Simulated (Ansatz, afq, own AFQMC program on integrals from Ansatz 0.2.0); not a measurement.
**HClO (triplet): quantum Monte Carlo beside coupled cluster at distance Cl1–H2 along a hydrogen transfer = 1.376 Å, cc-pVTZ**

How near does AFQMC come to the top of the ladder for HClO (triplet)?

The runs use Ansatz 0.2.0, Gaussian basis, and an in-house AFQMC program (afq) on its integrals; all values are calculated; cc-pVTZ, frozen cores.

The runs, in order: PBE (unrestricted); CCSD(T) on UHF; CCSDT(Q) on UHF; r2SCAN (unrestricted); PBE0 (unrestricted); B3LYP (unrestricted); wB97M-V (unrestricted); B2PLYP (unrestricted); Phaseless AFQMC, CISD trial on UHF; Phaseless AFQMC, single-determinant trial on UHF.

### 1 The geometry

The geometry derives from fragments relaxed apart (PBE0/def2-TZVP) and kept rigid, so it is no stationary point. A hydrogen atom is moved between rigid fragments.

3 atoms, charge 0, spin multiplicity 3.

Atoms are counted from 1 here; the program's logs count them from 0.

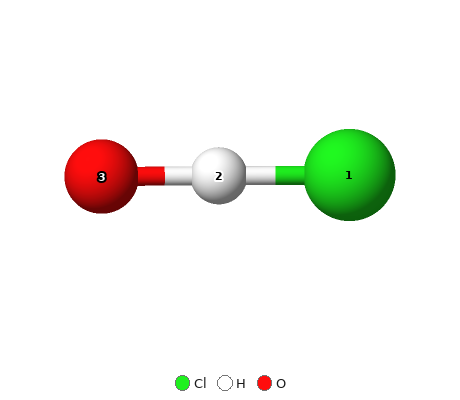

The structure; chlorine green, hydrogen white, oxygen red; atoms are numbered from 1 in the order of the file.

### 2 PBE (unrestricted)

in.yaml

```yaml
crystal:
  periodic: [false, false, false]
  atoms:
    - {symbol: Cl, position_ang: [0.000000, 0.000000, -1.328667]}
    - {symbol: H, position_ang: [0.000000, 0.000000, 0.047333]}
    - {symbol: O, position_ang: [0.000000, 0.000000, 1.281333]}
basis:
  gaussian: {orbitals: cc-pVTZ}
magnetization: {spin_polarized: true, initial_magnetization: 2}
hamiltonian: {xc: {name: PBE}}
output: {orbitals: {seedname: orbitals}}
```

Launch:

```
$ ansatz run in.yaml --threads 1 --pin off --events-out ev --progress --plain --max-ram 8192MiB --backend cpu
```

Standard output:

```text
Functional definition: PBE
  name "PBE"
  cite "Perdew, Burke & Ernzerhof, Phys. Rev. Lett. 77, 3865 (1996) doi:10.1103/PhysRevLett.77.3865"
  parent pbe
  parameter kappa = 0.804
  parameter beta = 0.06672455060314922
  exchange = pbe_x(kappa = kappa, mu = beta*pi^2/3)
  correlation = pbe_c(beta = beta)
500 factors; their error is unknown
mean field evaluation 1: about -14551.3001 eV, gradient 6.5e1 eV
mean field evaluation 2: about -14258.4552 eV, gradient 1.8e2 eV
mean field evaluation 4: about -14571.4824 eV, gradient 2.6e1 eV
mean field evaluation 8: about -14575.0395 eV, gradient 1.0e1 eV
mean field evaluation 16: about -14575.6087 eV, gradient 1.5e-3 eV
mean field evaluation 32: about -14571.2286 eV, gradient 2.5e1 eV
mean field evaluation 64: about -14575.5371 eV, gradient 4.3e-4 eV
mean field evaluation 96: about -14575.4299 eV, gradient 5.9e0 eV
mean field -14575.60866777 eV, -535.6437388383 hartree, gradient 2.1e-6 eV, S^2 2.004403; 10 other end points of the search recorded, 0 dependent functions left out
reference -14575.60869052 eV, -535.6437396740 hartree; 14, 12 occupied and 64, 66 virtual orbitals, 500 factors
Total energy: -14575.60869052 eV, -535.6437396740 hartree
```

Run time: 6.5 s. Hardware: 1 thread of AMD EPYC 7R13 (Zen 3), shared host; peak memory 1.6 GiB.

From the report: ⟨S²⟩ of the determinant 2.004 (pure triplet: 2.00).

### 3 CCSD(T) on UHF

Edit in.yaml of step 2 so:

```diff
@@ -9,3 +9,2 @@
 magnetization: {spin_polarized: true, initial_magnetization: 2}
-hamiltonian: {xc: {name: PBE}}
-output: {orbitals: {seedname: orbitals}}
+correlation: {method: ccsd_t, electrons: outside_noble_gas, hamiltonian_folder: ham}
```

Launch:

```
$ ansatz run in.yaml --threads 1 --pin off --events-out ev --progress --plain --max-ram 24576MiB --backend cuda --devices 0, --max-vram 18GiB
```

Standard output, cut to the lines that bear on the results:

```text
Functional definition: HF
  name "HF"
  cite "Fock, Z. Phys. 61, 126 (1930) doi:10.1007/BF01340294"
  parent pbe
[...]
460 factors; integrals over basis functions are off by at most 1.3e-3 eV
[...]
mean field -14554.71499248 eV, -534.8759104334 hartree, gradient 1.9e-6 eV, S^2 2.011037; 13 other end points of the search recorded, 0 dependent functions left out
determinant -14554.71499248 eV, -534.8759104334 hartree, with singles and doubles -14565.37075790 eV, -535.2675025899 hartree
determinant -14554.62116618 eV, -534.8724623807 hartree, with singles and doubles -14565.56639706 eV, -535.2746921964 hartree
determinant -14552.69639026 eV, -534.8017281702 hartree, with singles and doubles -14563.87699951 eV, -535.2126079815 hartree
determinant -14552.58322979 eV, -534.7975695997 hartree, with singles and doubles -14563.77493108 eV, -535.2088570361 hartree
determinant -14554.71499248 eV, -534.8759104334 hartree, with singles and doubles -14565.38042480 eV, -535.2678578420 hartree
determinant -14554.62116618 eV, -534.8724623807 hartree, with singles and doubles -14565.56401821 eV, -535.2746047753 hartree
6 core orbitals not correlated: weight in the atoms' cores, before any rotation towards them, 1.000 or more for the frozen orbitals, at most 0.000 for the correlated occupied ones
reference -14554.62116618 eV, -534.8724623807 hartree; 8, 6 occupied and 64, 66 virtual orbitals, 460 factors
second order -9.92538040 eV of doubles, -0.00000000 eV of singles
cycle   1  -10.94284925 eV  change    2.8e-6 eV  update   3.0e-6
perturbative correction -0.37209624 eV, -0.0136742844 hartree
Total energy: -14565.93611167 eV, -535.2882789576 hartree
```

Wall time 6.5 s (1 × NVIDIA H100 80GB HBM3 with 1 thread of AMD EPYC 7R13 (Zen 3), shared host); peak host memory 1.6 GiB.

From the report: ⟨S²⟩ of the determinant 2.039 (pure triplet: 2.00); correlation -11.3149 eV; T1 0.021; largest double amplitude 0.05.

This run also writes the integrals to the folder ham.

### 4 CCSDT(Q) on UHF

Edit in.yaml of step 3 so:

```diff
@@ -9,2 +9,2 @@
 magnetization: {spin_polarized: true, initial_magnetization: 2}
-correlation: {method: ccsd_t, electrons: outside_noble_gas, hamiltonian_folder: ham}
+correlation: {method: ccsdt_q, electrons: outside_noble_gas}
```

Same command.

Standard output, cut to the lines that bear on the results:

```text
Functional definition: HF
  name "HF"
  cite "Fock, Z. Phys. 61, 126 (1930) doi:10.1007/BF01340294"
  parent pbe
[...]
906 factors; integrals over basis functions are off by at most 2.0e-7 eV
[...]
mean field -14554.71501761 eV, -534.8759113572 hartree, gradient 2.3e-6 eV, S^2 2.011038; 13 other end points of the search recorded, 0 dependent functions left out
determinant -14554.71501761 eV, -534.8759113572 hartree, with singles and doubles -14565.37080190 eV, -535.2675042070 hartree
determinant -14554.62120534 eV, -534.8724638196 hartree, with singles and doubles -14565.56645979 eV, -535.2746945017 hartree
determinant -14552.69642220 eV, -534.8017293438 hartree, with singles and doubles -14563.87705270 eV, -535.2126099362 hartree
determinant -14552.58326284 eV, -534.7975708143 hartree, with singles and doubles -14563.77499097 eV, -535.2088592369 hartree
determinant -14554.71501761 eV, -534.8759113572 hartree, with singles and doubles -14565.38044807 eV, -535.2678586972 hartree
determinant -14554.62120534 eV, -534.8724638196 hartree, with singles and doubles -14565.56405955 eV, -535.2746062946 hartree
6 core orbitals not correlated: weight in the atoms' cores, before any rotation towards them, 1.000 or more for the frozen orbitals, at most 0.000 for the correlated occupied ones
reference -14554.62120534 eV, -534.8724638196 hartree; 8, 6 occupied and 64, 66 virtual orbitals, 906 factors
second order -9.92541071 eV of doubles, -0.00000000 eV of singles
cycle   1  -10.60632071 eV  change   -6.8e-1 eV  update   7.7e-2
[...]
cycle  20  -11.34644225 eV  change   -4.3e-7 eV  update   3.2e-7
perturbative correction -0.01755748 eV, -0.0006452254 hartree
Total energy: -14565.98520506 eV, -535.2900831067 hartree
```

Wall time 15 s (1 × NVIDIA H100 80GB HBM3 with 1 thread of AMD EPYC 7R13 (Zen 3), shared host); peak host memory 1.6 GiB.

From the report: ⟨S²⟩ of the determinant 2.039 (pure triplet: 2.00); correlation -11.3640 eV; T1 0.023; largest double amplitude 0.06.

### 5 r2SCAN (unrestricted)

Edit in.yaml of step 4 so:

```diff
@@ -9,2 +9,2 @@
 magnetization: {spin_polarized: true, initial_magnetization: 2}
-correlation: {method: ccsdt_q, electrons: outside_noble_gas}
+hamiltonian: {xc: {name: r2SCAN}}
```

Launch:

```
$ ansatz run in.yaml --threads 1 --pin off --events-out ev --progress --plain --max-ram 8192MiB --backend cpu
```

Standard output, cut to the lines that bear on the results:

```text
Functional definition: r2SCAN
  name "r2SCAN"
  cite "Furness, Kaplan, Ning, Perdew & Sun, J. Phys. Chem. Lett. 11, 8208 (2020) doi:10.1021/acs.jpclett.0c02405"
  cite "Furness, Kaplan, Ning, Perdew & Sun, J. Phys. Chem. Lett. 11, 9248 (2020) doi:10.1021/acs.jpclett.0c03077"
  parent r2scan
[...]
500 factors; their error is unknown
[...]
mean field -14581.01201445 eV, -535.8423081662 hartree, gradient 1.4e-6 eV, S^2 2.009992; 17 other end points of the search recorded, 0 dependent functions left out
reference -14581.01201998 eV, -535.8423083693 hartree; 14, 12 occupied and 64, 66 virtual orbitals, 500 factors
Total energy: -14581.01201998 eV, -535.8423083693 hartree
```

Run time: 29 s. Hardware: 1 thread of AMD EPYC 7R13 (Zen 3), shared host; peak memory 1.6 GiB.

From the report: ⟨S²⟩ of the determinant 2.010 (pure triplet: 2.00).

### 6 PBE0 (unrestricted)

Edit in.yaml of step 5 so:

```diff
@@ -9,2 +9,3 @@
 magnetization: {spin_polarized: true, initial_magnetization: 2}
-hamiltonian: {xc: {name: r2SCAN}}
+hamiltonian: {xc: {name: PBE0}}
+output: {orbitals: {seedname: orbitals}}
```

Launched as before.

Standard output, cut to the lines that bear on the results:

```text
Functional definition: PBE0
  name "PBE0"
  cite "Adamo & Barone, J. Chem. Phys. 110, 6158 (1999) doi:10.1063/1.478522"
  cite "Perdew, Burke & Ernzerhof, Phys. Rev. Lett. 77, 3865 (1996) doi:10.1103/PhysRevLett.77.3865"
  parent pbe
[...]
526 factors; their error is unknown
[...]
mean field -14576.48914935 eV, -535.6760959393 hartree, gradient 1.1e-6 eV, S^2 2.011845; 5 other end points of the search recorded, 0 dependent functions left out
reference -14576.48916613 eV, -535.6760965560 hartree; 14, 12 occupied and 64, 66 virtual orbitals, 526 factors
Total energy: -14576.48916613 eV, -535.6760965560 hartree
```

Run time: 6 s. Hardware: 1 thread of AMD EPYC 7R13 (Zen 3), shared host; peak memory 1.7 GiB.

From the report: ⟨S²⟩ of the determinant 2.012 (pure triplet: 2.00).

### 7 B3LYP (unrestricted)

Edit in.yaml of step 6 so:

```diff
@@ -9,3 +9,2 @@
 magnetization: {spin_polarized: true, initial_magnetization: 2}
-hamiltonian: {xc: {name: PBE0}}
-output: {orbitals: {seedname: orbitals}}
+hamiltonian: {xc: {name: B3LYP}}
```

Launched as before.

Standard output, cut to the lines that bear on the results:

```text
Functional definition: B3LYP
  name "B3LYP"
  cite "Stephens, Devlin, Chabalowski & Frisch, J. Phys. Chem. 98, 11623 (1994) doi:10.1021/j100096a001"
  cite "Becke, Phys. Rev. A 38, 3098 (1988) doi:10.1103/PhysRevA.38.3098"
  cite "Lee, Yang & Parr, Phys. Rev. B 37, 785 (1988) doi:10.1103/PhysRevB.37.785"
  cite "Vosko, Wilk & Nusair, Can. J. Phys. 58, 1200 (1980) doi:10.1139/p80-159"
[...]
515 factors; their error is unknown
[...]
mean field -14583.28729299 eV, -535.9259231102 hartree, gradient 5.7e-6 eV, S^2 2.010056; 6 other end points of the search recorded, 0 dependent functions left out
reference -14583.28746612 eV, -535.9259294725 hartree; 14, 12 occupied and 64, 66 virtual orbitals, 515 factors
Total energy: -14583.28746612 eV, -535.9259294725 hartree
```

Run time: 6 s. Hardware: 1 thread of AMD EPYC 7R13 (Zen 3), shared host; peak memory 1.7 GiB.

From the report: ⟨S²⟩ of the determinant 2.010 (pure triplet: 2.00).

### 8 wB97M-V (unrestricted)

Edit in.yaml of step 7 so:

```diff
@@ -9,2 +9,3 @@
 magnetization: {spin_polarized: true, initial_magnetization: 2}
-hamiltonian: {xc: {name: B3LYP}}
+hamiltonian: {xc: {name: wB97M-V}}
+output: {orbitals: {seedname: orbitals}}
```

The command is unchanged.

Standard output, cut to the lines that bear on the results:

```text
Functional definition: wB97M-V
  name "wB97M-V"
  cite "Mardirossian & Head-Gordon, J. Chem. Phys. 144, 214110 (2016) doi:10.1063/1.4952647"
  cite "Becke, J. Chem. Phys. 107, 8554 (1997) doi:10.1063/1.475007"
  cite "Vydrov & Van Voorhis, J. Chem. Phys. 133, 244103 (2010) doi:10.1063/1.3521275"
  # Of w^i u^j: cxij and so on, Table III.
[...]
  gx(w, u) = 1 - cx + cx01*u + cx10*w
  gss(w, u) = css00 + css04*u^4 + css10*w + css20*w^2 + css43*w^4*u^3
  gos(w, u) = cos00 + cos10*w + (cos20 + cos21*u)*w^2 + (cos60 + cos61*u)*w^6
[...]
      + integral(e_c_pw_mod_opposite_spin*gos(b97_w_opposite, b97_u_opposite)) + vv10(b, c)
503 factors; their error is unknown
88 factors; integrals over basis functions are off by at most 8.7e-5 eV
[...]
mean field -14581.33193346 eV, -535.8540649730 hartree, gradient 6.0e-6 eV, S^2 2.011286; 1 other end points of the search recorded, 0 dependent functions left out
reference -14581.33195569 eV, -535.8540657900 hartree; 14, 12 occupied and 64, 66 virtual orbitals, 503 factors
Total energy: -14581.33195569 eV, -535.8540657900 hartree
```

Wall time 9.5 s (1 thread of AMD EPYC 7R13 (Zen 3), shared host); peak memory 1.7 GiB.

From the report: ⟨S²⟩ of the determinant 2.011 (pure triplet: 2.00).

### 9 B2PLYP (unrestricted)

Edit in.yaml of step 8 so:

```diff
@@ -9,3 +9,3 @@
 magnetization: {spin_polarized: true, initial_magnetization: 2}
-hamiltonian: {xc: {name: wB97M-V}}
-output: {orbitals: {seedname: orbitals}}
+hamiltonian: {xc: {name: B2PLYP}}
+correlation: {electrons: outside_noble_gas}
```

The command is unchanged.

Standard output, cut to the lines that bear on the results:

```text
Functional definition: B2PLYP
  name "B2PLYP"
  cite "Grimme, J. Chem. Phys. 124, 034108 (2006) doi:10.1063/1.2148954"
  cite "Becke, Phys. Rev. A 38, 3098 (1988) doi:10.1103/PhysRevA.38.3098"
  cite "Lee, Yang & Parr, Phys. Rev. B 37, 785 (1988) doi:10.1103/PhysRevB.37.785"
[...]
460 factors; integrals over basis functions are off by at most 1.3e-3 eV
[...]
mean field -14574.57305807 eV, -535.6056808836 hartree, gradient 6.9e-6 eV, S^2 2.021737; 2 other end points of the search recorded, 0 dependent functions left out
6 core orbitals not correlated: weight in the atoms' cores, before any rotation towards them, 1.000 or more for the frozen orbitals, at most 0.000 for the correlated occupied ones
reference -14574.57316941 eV, -535.6056849754 hartree; 8, 6 occupied and 64, 66 virtual orbitals, 460 factors
second order -12.13416010 eV of doubles, -0.00000000 eV of singles
Total energy: -14577.84939264 eV, -535.7260839582 hartree
```

It took 3.1 s on 1 thread of AMD EPYC 7R13 (Zen 3), shared host; peak memory 1.7 GiB.

From the report: ⟨S²⟩ of the determinant 2.022 (pure triplet: 2.00).

### 10 Phaseless AFQMC, CISD trial on UHF

It reads the integrals that the CCSD(T) run on this determinant wrote.

Launch:

```
$ afq ham --method phaseless --trial cisd --walkers 2600 --populations 20 --least-time 60 --time-step 0.005 --steps-per-block 50 --equilibration-blocks 28 --max-blocks 4000 --target-error 0.00022 --factor-cut 1e-05 --start spin_pure --seed 4154 --release-times 0.24,0.51,0.99,1.62,2.4 --release-step 0.03 --release-every 3 --taylor-order 6
```

Standard output:

```text
orbitals 72  electrons 8 6  factors 451 of 460
reference energy -534.87246238 Eh
CCSD correlation -0.40214215 Eh in 14 cycles, weight of the determinant in the CISD state 0.8706
energy of the start -535.272590 Eh
 block  time / (1/Eh)  mean weight  energy / Eh
     1     0.250  0.9995  -535.269937
     2     0.500  0.9997  -535.276213
     3     0.750  1.0000  -535.280818
     4     1.000  1.0000  -535.284027
     5     1.250  1.0001  -535.286337
     6     1.500  0.9999  -535.286969
     7     1.750  0.9995  -535.288325
     8     2.000  0.9999  -535.288506
     9     2.250  0.9995  -535.289653
    10     2.500  1.0002  -535.288344
    11     2.750  0.9998  -535.288002
    12     3.000  0.9993  -535.289115
    13     3.250  0.9997  -535.289119
    14     3.500  1.0003  -535.290031
    15     3.750  1.0004  -535.288851
    16     4.000  1.0000  -535.288451
    17     4.250  1.0002  -535.288633
    18     4.500  0.9997  -535.290047
    19     4.750  1.0000  -535.289751
    20     5.000  0.9996  -535.289799
    21     5.250  0.9999  -535.288676
    22     5.500  1.0003  -535.289909
    23     5.750  0.9992  -535.289209
    24     6.000  1.0003  -535.289099
    25     6.250  0.9993  -535.289303
    26     6.500  0.9996  -535.289131
    27     6.750  0.9997  -535.288217
    28     7.000  1.0004  -535.288019
    29     7.250  1.0002  -535.288317
    30     7.500  0.9998  -535.288461
    31     7.750  1.0004  -535.288465
    32     8.000  0.9999  -535.288513
    33     8.250  0.9997  -535.288302
    34     8.500  1.0000  -535.288024
    35     8.750  0.9998  -535.289686
    36     9.000  1.0003  -535.289212
    37     9.250  0.9993  -535.288740
    38     9.500  1.0001  -535.288626
    39     9.750  1.0003  -535.288687
    40    10.000  1.0004  -535.289799
    41    10.250  1.0009  -535.290346
    42    10.500  0.9996  -535.288467
    43    10.750  1.0000  -535.288984
    44    11.000  0.9996  -535.289750
    45    11.250  0.9996  -535.289943
    46    11.500  1.0002  -535.288731
    47    11.750  1.0002  -535.290121
    48    12.000  0.9997  -535.289635
    49    12.250  1.0004  -535.288720
    50    12.500  0.9997  -535.288376
    51    12.750  1.0002  -535.287953
    52    13.000  0.9996  -535.287813
    53    13.250  1.0004  -535.288436
    54    13.500  1.0010  -535.289149
    55    13.750  1.0003  -535.290322
    56    14.000  1.0003  -535.289709
    57    14.250  1.0001  -535.287854
    58    14.500  0.9998  -535.287870
    59    14.750  0.9995  -535.288976
    60    15.000  1.0003  -535.288789
    61    15.250  1.0000  -535.288434
    62    15.500  1.0002  -535.287395
    63    15.750  0.9997  -535.287510
    64    16.000  1.0008  -535.289156
    65    16.250  0.9995  -535.288327
    66    16.500  1.0007  -535.290704
    67    16.750  1.0002  -535.288764
    68    17.000  1.0001  -535.288372
    69    17.250  0.9999  -535.288861
    70    17.500  1.0006  -535.287605
    71    17.750  1.0000  -535.289519
    72    18.000  1.0004  -535.288125
    73    18.250  0.9997  -535.287791
    74    18.500  1.0004  -535.287544
    75    18.750  1.0000  -535.288403
    76    19.000  1.0000  -535.287236
    77    19.250  0.9996  -535.286925
    78    19.500  1.0000  -535.287008
error from the spread of 20 populations
released: time / (1/Eh)  energy / Eh  error  mean overlap
  0.24  -535.289202  0.000206  0.9955
  0.51  -535.289628  0.000232  0.9940
  0.99  -535.290440  0.000203  0.9758
  1.62  -535.290092  0.000288  0.9652
  2.40  -535.289932  0.000454  0.9679
energy -535.288649 +/- 0.000186 Eh
```

Wall time 47 s (1 × NVIDIA H100 80GB HBM3 with 1 thread of AMD EPYC 7R13 (Zen 3), shared host); peak host memory 1.7 GiB.

Energy -14565.9462 ± 0.0051 eV. Caveats: constraint bias not in the error.

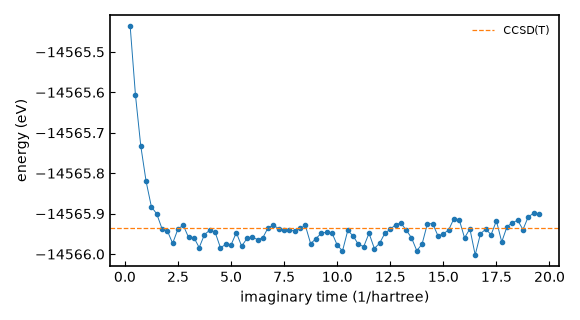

Block energies along the walk.

### 11 Phaseless AFQMC, single-determinant trial on UHF

It reads the integrals that the CCSD(T) run on this determinant wrote.

Launch:

```
$ afq ham --method phaseless --trial hf --walkers 2600 --populations 20 --least-time 40 --time-step 0.005 --steps-per-block 20 --equilibration-blocks 112 --max-blocks 4000 --target-error 0.0011 --factor-cut 1e-05 --start spin_pure --seed 1556 --taylor-order 6
```

Standard output:

```text
orbitals 72  electrons 8 6  factors 451 of 460
reference energy -534.87246238 Eh
CCSD correlation -0.40214215 Eh in 14 cycles, weight of the determinant in the CISD state 0.8706
energy of the start -534.873653 Eh
 block  time / (1/Eh)  mean weight  energy / Eh
     1     0.100  1.0024  -535.007015
     2     0.200  1.0035  -535.086935
     3     0.300  1.0034  -535.137444
     4     0.400  1.0019  -535.171275
     5     0.500  1.0025  -535.197120
     6     0.600  1.0019  -535.210478
     7     0.700  1.0017  -535.224365
     8     0.800  1.0011  -535.240467
     9     0.900  1.0005  -535.249103
    10     1.000  1.0010  -535.258210
    13     1.300  1.0001  -535.268672
    19     1.900  1.0003  -535.278231
    25     2.500  0.9997  -535.285796
    31     3.100  1.0004  -535.290315
    37     3.700  1.0004  -535.289099
    43     4.300  1.0006  -535.284239
    49     4.900  0.9998  -535.282385
    55     5.500  1.0003  -535.288769
    61     6.100  0.9995  -535.293294
    67     6.700  0.9999  -535.291216
    73     7.300  1.0000  -535.284292
    79     7.900  1.0004  -535.284970
    85     8.500  1.0007  -535.292679
    91     9.100  1.0002  -535.289200
    97     9.700  1.0007  -535.288968
   103    10.300  0.9998  -535.282120
   109    10.900  1.0003  -535.290989
   115    11.500  1.0000  -535.277727
   121    12.100  0.9996  -535.278618
   127    12.700  1.0005  -535.290858
   133    13.300  1.0004  -535.283442
   139    13.900  0.9991  -535.285216
   145    14.500  0.9994  -535.277183
   151    15.100  0.9990  -535.287259
   157    15.700  1.0001  -535.288229
   163    16.300  1.0006  -535.288938
   169    16.900  0.9994  -535.280684
   175    17.500  0.9996  -535.284382
   181    18.100  1.0001  -535.283241
   187    18.700  0.9995  -535.279064
   193    19.300  0.9993  -535.282501
   199    19.900  0.9990  -535.275651
   205    20.500  1.0000  -535.286632
   211    21.100  0.9998  -535.282961
   217    21.700  0.9997  -535.283592
   223    22.300  1.0005  -535.290588
   229    22.900  0.9998  -535.277520
   235    23.500  0.9996  -535.279522
   241    24.100  1.0001  -535.283535
error from the spread of 20 populations
energy -535.284134 +/- 0.001031 Eh
```

Wall time 21 s (1 × NVIDIA H100 80GB HBM3 with 1 thread of AMD EPYC 7R13 (Zen 3), shared host); peak host memory 1.7 GiB.

Energy -14565.8233 ± 0.0281 eV. Caveats: constraint bias not in the error.

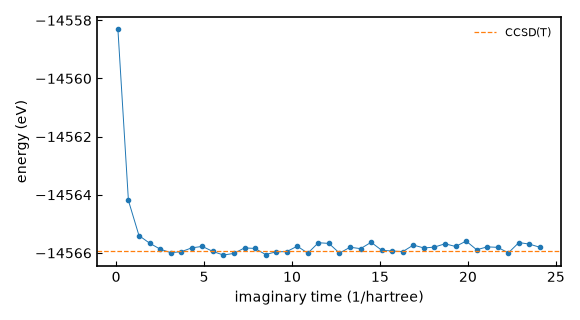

Block energies along the walk.

### 12 AFQMC on the ladder

On the UHF determinant, counted from CCSDT(Q) (a yardstick, not exact):

```csv
level,energy (eV),from CCSDT(Q) (meV),statistical error (meV),time
HF,-14554.6212,+11364.0,,
MP2,-14564.5465,+1438.7,,
CCSD,-14565.5640,+421.2,,
CCSD(T),-14565.9361,+49.1,,
CCSDT(Q),-14565.9852,0.0,,
"Phaseless AFQMC, CISD trial, step 0.005, 2600 walkers",-14565.9462,+39.0,5.1,47 s
"Phaseless AFQMC, single-determinant trial, step 0.005, 2600 walkers",-14565.8233,+161.9,28.1,21 s
```

The functionals' totals stand on their own zeros and serve differences with other points: PBE -14575.609 eV; r2SCAN -14581.012 eV; PBE0 -14576.489 eV; B3LYP -14583.287 eV; wB97M-V -14581.332 eV; B2PLYP -14577.849 eV.

### 13 Results

| quantity | value |
| --- | --- |
| CCSD(T) on UHF from CCSDT(Q) | +49.1 meV |
| Phaseless AFQMC, CISD trial on UHF from CCSDT(Q) | +39.0 ± 5.1 meV |
| Phaseless AFQMC, single-determinant trial on UHF from CCSDT(Q) | +161.9 ± 28.1 meV |

In words: On UHF the phaseless walk with the CISD trial lies +39.0 meV from CCSDT(Q), 8 times its error bar. A single-determinant trial moves the result by +122.9 meV. Error bars are statistical and leave out the constraint, the time step and what remains of the start.
